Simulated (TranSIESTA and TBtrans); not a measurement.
System: Ge chain with one N atom inserted. Leads: straight Ge chain, spacing 2.4 Å. Geometry: 3 atoms about the centre moved by SIESTA (PBE, DZP) to a largest force of 0.00 eV/Å, all others as built, motion along the axis alone.

Computed with TranSIESTA and TBtrans, PBE, DZP numerical orbitals (energy shift 0.15 eV), PseudoDojo norm-conserving scalar-relativistic potentials, mesh cutoff 200 Ry, 300 K, spin-polarised (collinear), no spin-orbit coupling; self-consistent non-equilibrium Green functions.

Energies count from the leads' Fermi level. Transmissions are for each spin. The energy step is 0.01 eV; narrower resonances are cut or missed.

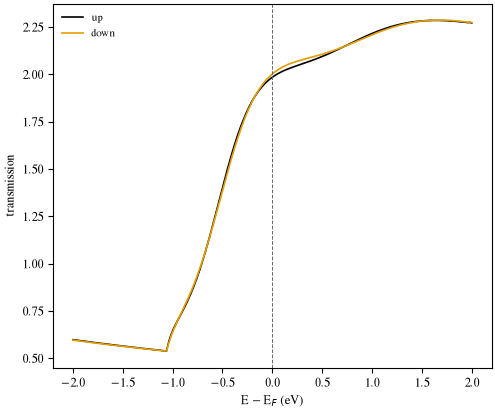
*Transmission against energy*

```tsv
E (eV)	T up	T down	lead channels up	down
-2.00	0.60	0.60	1	1
-1.80	0.58	0.58	1	1
-1.60	0.57	0.57	1	1
-1.40	0.56	0.56	1	1
-1.20	0.55	0.55	1	1
-1.00	0.64	0.64	3	3
-0.80	0.86	0.87	3	3
-0.60	1.20	1.19	3	3
-0.40	1.59	1.57	3	3
-0.20	1.86	1.86	3	3
0.00	1.98	2.00	3	3
0.20	2.04	2.06	3	3
0.40	2.07	2.09	3	3
0.60	2.12	2.12	3	3
0.80	2.17	2.16	3	3
1.00	2.22	2.21	3	3
1.20	2.25	2.25	3	3
1.40	2.28	2.27	3	3
1.60	2.28	2.28	3	3
1.80	2.28	2.28	3	3
2.00	2.27	2.27	3	3
```

Moments were seeded on the central atoms alone, and one start was tried. The straight chain is held at its spacing; free chains may zigzag or dimerise.
